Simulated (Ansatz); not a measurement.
**Redistribution: C2H5BrSi + C4H11NSi → C2H7NSi + C4H9BrSi**

Gas-phase species: C2H5BrSi `C=C[SiH2]Br`, singlet; C4H11NSi `C=C[SiH](N)CC`, singlet; C2H7NSi `C=C[SiH2]N`, singlet; C4H9BrSi `C=C[SiH](Br)CC`, singlet. The partners trade Br for NH2; both sit on Si, so the bond types are kept.

Shapes, held fixed at every level: PBE0-D4/def2-TZVP. Flexible molecules stand in one conformer, not always the lowest. Programs: Ansatz 0.2.0. Electronic energies: no zero-point or thermal term.

| level | kind | ΔE (kJ/mol) |
| --- | --- | --- |
| HF/def2-TZVPP | Hartree–Fock | -1.5 |
| PBE-D4/def2-TZVPP | GGA | -4.5 |
| B3LYP-D4/def2-TZVPP | global hybrid | -4.5 |
| r2SCAN0-D4/def2-TZVPP | global hybrid | -4.4 |
| wB97M-V/def2-TZVPP | range-separated hybrid | -4.5 |
| CCSD(T)/def2-SVP | coupled cluster or CI | -3.9 |
| CCSD/def2-SVP | coupled cluster or CI | -3.6 |
| MP2/def2-TZVPP | perturbation theory | -5.6 |

MP2/def2-TZVPP gives ΔE = -5.6 kJ/mol; the levels span -5.6 to -1.5. The median of the levels is -4.4. No measured value is set beside it here. Relativity is left out for Br. Outer-core shells of Br are correlated, in sets that cover them unevenly.

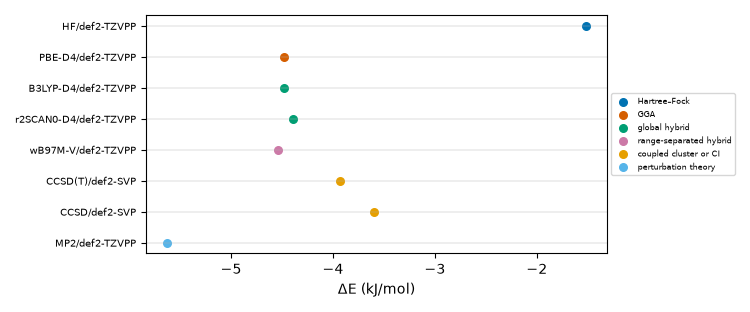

The values of the table, level by level.
